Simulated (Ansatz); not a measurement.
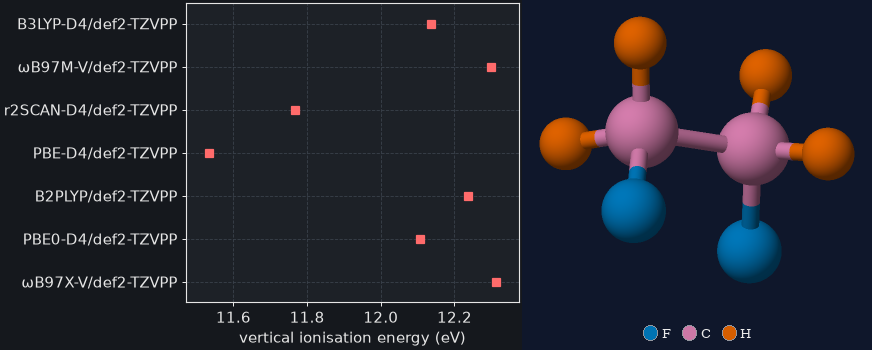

Vertical ionisation energy of C₂H₄F₂, SMILES FCCF, taken as the energy of the cation less that of the neutral at fixed geometry (unrestricted doublet cation, cores frozen in correlated methods, no spin-orbit coupling), the Ansatz code, at a PBE0-D4/def2-TZVP geometry (a minimum by its frequencies).

Q: What range do the values span?

A: From 11.53 eV (PBE-D4/def2-TZVPP) to 12.31 eV (ωB97X-V/def2-TZVPP).

Q: Give the values.

A:
```tsv
level	eV
B3LYP-D4/def2-TZVPP	12.14
ωB97M-V/def2-TZVPP	12.30
r2SCAN-D4/def2-TZVPP	11.77
PBE-D4/def2-TZVPP	11.53
B2PLYP/def2-TZVPP	12.24
PBE0-D4/def2-TZVPP	12.11
ωB97X-V/def2-TZVPP	12.31
```

Limits of at least one run: one conformer of a flexible molecule.
